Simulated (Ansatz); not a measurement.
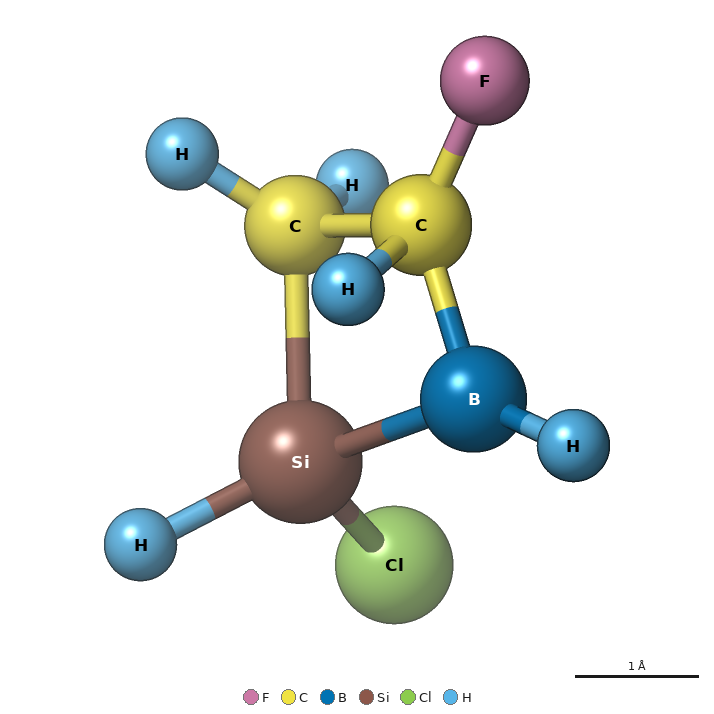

Atoms fade into the background with distance from the viewer. The computed structure is the end point of a PBE-D4/def2-SVP optimisation. No frequency run is at hand to confirm it as a minimum. Masses are those of the most abundant isotopes; constants are for the rigid equilibrium geometry.

### Classify the rotor and give the rotational constants (cm⁻¹).

An asymmetric top (C1): A = 0.186, B = 0.0384, C = 0.0376 cm⁻¹. Ray's parameter κ is −0.99, close to the prolate limit.
